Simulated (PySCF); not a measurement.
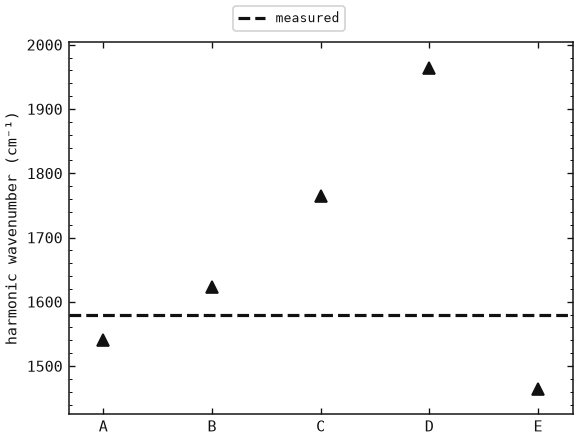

Harmonic wavenumber of O₂, triplet (excess alpha electrons: πx +1, πy +1) at several levels, def2-TZVPPD (non-relativistic), PySCF, no spin-orbit coupling, from fits to the bond curves (references: UHF and UKS, as the method has it). The measured value is Huber and Herzberg's. Correlated wave-function values are in the same finite basis, not at its limit.

> The letters stand for B2PLYP, HF, LDA, M06-2X and MP2. Which is which?

A: B2PLYP (1540 cm⁻¹); B: LDA (1622 cm⁻¹); C: M06-2X (1764 cm⁻¹); D: HF (1964 cm⁻¹); E: MP2 (1465 cm⁻¹).

Note: dipole, levels and charges come from the SCF part of the double hybrid in at least one method; lowest determinant of a PBE0 search, another state may lie lower.
